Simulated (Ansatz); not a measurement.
Take GaSb in the zinc blende structure (space group F-43m, No. 216; a = 6.1324 Å) as the base.

Structures relaxed with DFT with r2SCAN, PAW potentials and a 500 eV plane-wave cutoff in Ansatz (a quantum-chemistry and plane-wave program), spin-orbit coupling left out.

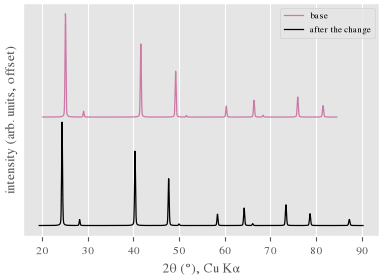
*Simulated powder patterns before (top) and after one change*

Problem. Which of these changes matches the shifts?
A. isotropic strain +0.50 %
B. isotropic strain +3.00 %
C. isotropic strain +2.00 %
D. isotropic strain +1.00 %

Solution. B, isotropic strain +3.00 %. Its volume per atom is 31.50 Å³ against 28.83 Å³, and its space group is F-43m (No. 216).

No phonon test of stability was made. All final runs are without spin polarisation.
